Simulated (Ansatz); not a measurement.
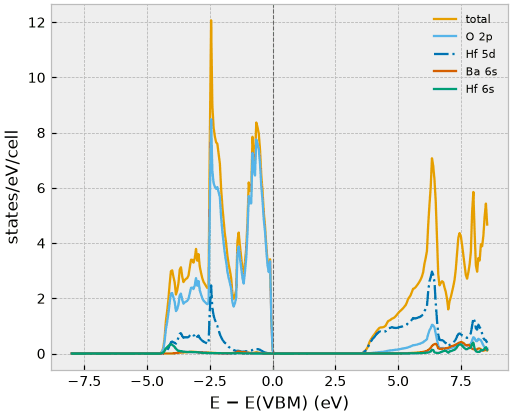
Fig. 1. Total and projected density of states of BaHfO3 (cubic perovskite, Pm-3m), plane-wave PAW LDA (Ansatz code)

Q: Which orbitals carry the states next to the gap?

A: Top 1 eV of the valence band: O 2p 94 %. Bottom 1 eV of the conduction band: Hf 5d 84 %, O 2p 5 %, outside the projected shells 10 %. Projections are on Löwdin-orthogonalised atomic valence shells; empty p or d shells of many metals are not among them.

Q: Where is the tallest occupied peak in this window, and what makes it?

A: Near -2.4 eV, about 12 states/eV per cell; the largest projected share is O 2p.

Symmetry was held in the LDA relaxation; phonons on a q-mesh show weakly imaginary modes. No spin polarisation was allowed. Scalar-relativistic: spin–orbit coupling is off unless named, which matters more the heavier the elements.

Potentials: the later of the program's two PAW sets.
